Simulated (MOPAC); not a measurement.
# C2H3B (SMILES BC#C): levels of theory compared

We compute a comparison of 5 runs (AM1, PM3, PM6, PM6-D3H4, PM7) of C2H3B. 

The results are computed with MOPAC 23.2.5.

## (1) The structure to begin with

C2H3B has 6 atoms, charge 0, and is taken as a singlet. As SMILES, `BC#C`. The coordinates come from a PBE0-D4/def2-TZVP relaxation.

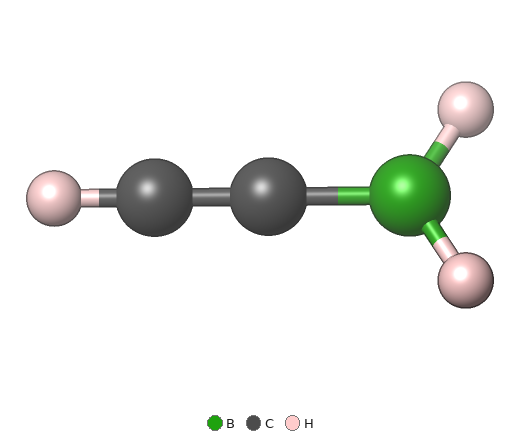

Viewed from a chosen angle; boron green, carbon dark grey, hydrogen pink.

## (2) Energy and forces at AM1 (run 1)

The input, calc.mop:

```
AM1 DISP GRADIENTS BONDS 1SCF AUX(PRECISION=6) THREADS=1
gradient of C2H3B

B -0.830400 1 0.647300 1 -0.394300 1
C 0.278600 1 -0.224100 1 0.117900 1
C 1.172700 1 -0.926600 1 0.530500 1
H -1.756200 1 0.156700 1 -0.965700 1
H -0.783300 1 1.828200 1 -0.228600 1
H 1.960800 1 -1.545600 1 0.894000 1
```

Started as:

```
mopac calc.mop
```

calc.out:

```text
MOPAC v23.2.5
AM1 CALCULATION RESULTS

 *  AM1        - The AM1 Hamiltonian to be used
 *  1SCF       - DO 1 SCF AND THEN STOP
 *  THREADS=1  - MULTI-THREADING NOT USED
 *  AUX        - OUTPUT AUXILIARY INFORMATION
 *  GRADIENTS  - ALL GRADIENTS TO BE PRINTED
 *  DISP       - PRINT DISPERSION AND HYDROGEN BOND ENERGIES
 *  BONDS      - FINAL BOND-ORDER MATRIX TO BE PRINTED
AM1 DISP GRADIENTS BONDS 1SCF AUX(PRECISION=6) THREADS=1
 gradient of C2H3B

   ATOM   CHEMICAL          X               Y               Z
  NUMBER   SYMBOL      (ANGSTROMS)     (ANGSTROMS)     (ANGSTROMS)

     1       B         -0.83040000  *   0.64730000  *  -0.39430000  *
     2       C          0.27860000  *  -0.22410000  *   0.11790000  *
     3       C          1.17270000  *  -0.92660000  *   0.53050000  *
     4       H         -1.75620000  *   0.15670000  *  -0.96570000  *
     5       H         -0.78330000  *   1.82820000  *  -0.22860000  *
     6       H          1.96080000  *  -1.54560000  *   0.89400000  *

          CARTESIAN COORDINATES

[... 24 lines left out ...]
          FINAL HEAT OF FORMATION =         69.76987 KCAL/MOL =     291.91713 KJ/MOL
[... 4 lines left out ...]
          DISPERSION ENERGY       =          0.00000 KCAL/MOL
[... 2 lines left out ...]
          TOTAL ENERGY            =       -363.99619 EV
[... 9 lines left out ...]
          MOLECULAR WEIGHT        =         37.8557         POINT GROUP:  C2v
[... 74 lines left out ...]
              NET ATOMIC CHARGES AND DIPOLE CONTRIBUTIONS
[... 3 lines left out ...]
    2          C          -0.299792        4.2998     1.30047     2.99933
    3          C          -0.175910        4.1759     1.26899     2.90692
    4          H          -0.053516        1.0535     1.05352
    5          H          -0.053506        1.0535     1.05351
    6          H           0.216301        0.7837     0.78370
 DIPOLE           X         Y         Z       TOTAL
 POINT-CHG.    -0.164     0.129    -0.076     0.222
 HYBRID         0.518    -0.407     0.239     0.701
 SUM            0.355    -0.278     0.163     0.479

          ATOMIC ORBITAL ELECTRON POPULATIONS

     Atom    s        px        py        pz
    1  B   1.20873   0.52128   0.69088   0.21269
    2  C   1.30047   0.99985   0.97574   1.02374
    3  C   1.26899   0.96442   1.01617   0.92633
    4  H   1.05352
    5  H   1.05351
    6  H   0.78370

          BONDING CONTRIBUTION OF EACH M.O.

  1.6865  1.6614  1.9122  2.0606  2.1004  2.1073  2.0137 -0.9817 -2.0081 -2.2593
 -1.1256 -1.9641 -1.7115 -1.6984 -1.7936

            (VALENCIES)   BOND ORDERS

     1  B     (2.843)     2  C 0.932     4  H 0.917     5  H 0.917     3  C 0.070

     2  C     (3.861)     3  C 2.865     1  B 0.932     6  H 0.022     5  H 0.021     4  H 0.021
[... 7 lines of this table left out ...]
     6  H     (0.953)     3  C 0.921     2  C 0.022

 *                    *
 * JOB ENDED NORMALLY *
 *                    *

 TOTAL JOB TIME:             0.01 SECONDS

 == MOPAC DONE ==
```

Wall time 0.04 s (1 thread of Intel Xeon Platinum 8488C (Sapphire Rapids), shared host).

## (3) Energy and gradient at PM3 (run 2)

The input, job.mop:

```
DISP BONDS GRADIENTS 1SCF PM3 AUX(PRECISION=6) T=10M THREADS=1
C2H3B gradient

B     -0.830400 +1     0.647300 +1    -0.394300 +1
C      0.278600 +1    -0.224100 +1     0.117900 +1
C      1.172700 +1    -0.926600 +1     0.530500 +1
H     -1.756200 +1     0.156700 +1    -0.965700 +1
H     -0.783300 +1     1.828200 +1    -0.228600 +1
H      1.960800 +1    -1.545600 +1     0.894000 +1
```

Started as:

```
mopac job.mop
```

job.out, shortened:

```text
MOPAC v23.2.5
PM3 CALCULATION RESULTS
[...]
          CARTESIAN COORDINATES
[... 24 lines left out ...]
          FINAL HEAT OF FORMATION =         72.54909 KCAL/MOL =     303.54540 KJ/MOL
[... 4 lines left out ...]
          DISPERSION ENERGY       =          0.00000 KCAL/MOL
[... 2 lines left out ...]
          TOTAL ENERGY            =       -376.04006 EV
[... 9 lines left out ...]
          MOLECULAR WEIGHT        =         37.8557         POINT GROUP:  C2v
[... 74 lines left out ...]
              NET ATOMIC CHARGES AND DIPOLE CONTRIBUTIONS
[... 3 lines left out ...]
    2          C          -0.183300        4.1833     1.21266     2.97064
    3          C          -0.098052        4.0981     1.23044     2.86761
    4          H           0.061364        0.9386     0.93864
    5          H           0.061365        0.9386     0.93863
    6          H           0.190905        0.8091     0.80909
 DIPOLE           X         Y         Z       TOTAL
 POINT-CHG.     0.381    -0.299     0.175     0.515
 HYBRID         0.539    -0.423     0.249     0.729
 SUM            0.920    -0.722     0.424     1.244
[...]
 * JOB ENDED NORMALLY *
[...]
```

Wall time 0.04 s (1 thread of Intel Xeon Platinum 8488C (Sapphire Rapids), shared host).

Run 3 isn't shown in full; the table further down has it.

## (4) Energy and forces at PM6-D3H4 (run 4)

The input, input.mop:

```
PM6-D3H4 1SCF BONDS GRADIENTS DISP THREADS=1 AUX(PRECISION=6)
C2H3B charge 0

B     -0.830400 1     0.647300 1    -0.394300 1
C      0.278600 1    -0.224100 1     0.117900 1
C      1.172700 1    -0.926600 1     0.530500 1
H     -1.756200 1     0.156700 1    -0.965700 1
H     -0.783300 1     1.828200 1    -0.228600 1
H      1.960800 1    -1.545600 1     0.894000 1
```

Started as:

```
mopac input.mop
```

input.out, shortened:

```text
MOPAC v23.2.5
PM6-D3H4 CALCULATION RESULTS
[...]
          CARTESIAN COORDINATES
[... 26 lines left out ...]
          TOTAL ENERGY            =      -7806.75135 KCAL/MOL = ELECTRONIC ENERGY + CORE-CORE REPULSION
[... 3 lines left out ...]
          H - H CORRECTION ENERGY =          0.52794 KCAL/MOL
[... 2 lines left out ...]
     *    WARNING - An energy term is incorrect or missing!
[... 5 lines left out ...]
          TOTAL ENERGY            =       -338.53278 EV
[... 9 lines left out ...]
          MOLECULAR WEIGHT        =         37.8557         POINT GROUP:  C2v
[... 74 lines left out ...]
              NET ATOMIC CHARGES AND DIPOLE CONTRIBUTIONS
[... 3 lines left out ...]
    2          C          -0.197353        4.1974     1.18756     3.00979
    3          C          -0.183735        4.1837     1.16915     3.01459
    4          H           0.040532        0.9595     0.95947
    5          H           0.040533        0.9595     0.95947
    6          H           0.192860        0.8071     0.80714
 DIPOLE           X         Y         Z       TOTAL
 POINT-CHG.    -0.404     0.318    -0.187     0.548
 HYBRID         0.558    -0.438     0.257     0.754
 SUM            0.153    -0.120     0.070     0.207
[...]
 * JOB ENDED NORMALLY *
[...]
```

It took 0.04 s on 1 thread of Intel Xeon Platinum 8488C (Sapphire Rapids), shared host.

## (5) Energy and forces at PM7 (run 5)

The input, job.mop:

```
PM7 1SCF DISP GRADIENTS BONDS AUX(PRECISION=9) THREADS=1
C2H3B, PM7

B -0.830400 1 0.647300 1 -0.394300 1
C 0.278600 1 -0.224100 1 0.117900 1
C 1.172700 1 -0.926600 1 0.530500 1
H -1.756200 1 0.156700 1 -0.965700 1
H -0.783300 1 1.828200 1 -0.228600 1
H 1.960800 1 -1.545600 1 0.894000 1
```

Started as:

```
mopac job.mop
```

job.out, shortened:

```text
MOPAC v23.2.5
PM7 CALCULATION RESULTS
[...]
          CARTESIAN COORDINATES
[... 24 lines left out ...]
          FINAL HEAT OF FORMATION =         65.67494 KCAL/MOL =     274.78395 KJ/MOL
[... 4 lines left out ...]
          DISPERSION ENERGY       =         -0.13003 KCAL/MOL
[... 2 lines left out ...]
     *    WARNING - An energy term is incorrect or missing!
[... 5 lines left out ...]
          TOTAL ENERGY            =       -340.58010 EV
[... 9 lines left out ...]
          MOLECULAR WEIGHT        =         37.8557         POINT GROUP:  C2v
[... 74 lines left out ...]
              NET ATOMIC CHARGES AND DIPOLE CONTRIBUTIONS
[... 3 lines left out ...]
    2          C          -0.195196        4.1952     1.17238     3.02281
    3          C          -0.175000        4.1750     1.15750     3.01750
    4          H           0.054722        0.9453     0.94528
    5          H           0.054715        0.9453     0.94528
    6          H           0.186738        0.8133     0.81326
 DIPOLE           X         Y         Z       TOTAL
 POINT-CHG.    -0.451     0.354    -0.209     0.610
 HYBRID         0.553    -0.434     0.255     0.748
 SUM            0.102    -0.080     0.046     0.137
[...]
 * JOB ENDED NORMALLY *
[...]
```

Run time: 0.04 s. Hardware: 1 thread of Intel Xeon Platinum 8488C (Sapphire Rapids), shared host.

## (6) Overview of the runs

```csv
run,level,heat of formation (kcal/mol),dipole moment (D),HOMO energy (eV),LUMO energy (eV),wall time
1,AM1,69.77,0.48,-10.54,0.60,0.04 s
2,PM3,72.55,1.24,-10.88,-0.59,0.04 s
3,PM6,72.68,0.21,-10.45,-0.59,0.04 s
4,PM6-D3H4,73.04,0.21,-10.45,-0.59,0.04 s
5,PM7,65.67,0.14,-10.63,-0.94,0.04 s
```

## (7) Summary of results

```
                       quantity          value
            run 5: total energy   -12.51609 Eh
           run 5: dipole moment         0.14 D
             run 5: HOMO energy      -10.63 eV
             run 5: LUMO energy       -0.94 eV
           run 5: HOMO–LUMO gap        9.69 eV
       run 5: dispersion energy   -0.54 kJ/mol
       run 5: heat of formation  65.7 kcal/mol
run 5: largest force on an atom     1.331 eV/Å
```

**Reading.** The dipole moment runs from 0.14 D (PM7) to 1.24 D (PM3). The HOMO–LUMO gap runs from 9.69 eV (PM7) to 11.14 eV (AM1). All runs together took 0.2 s, the longest 0.04 s.
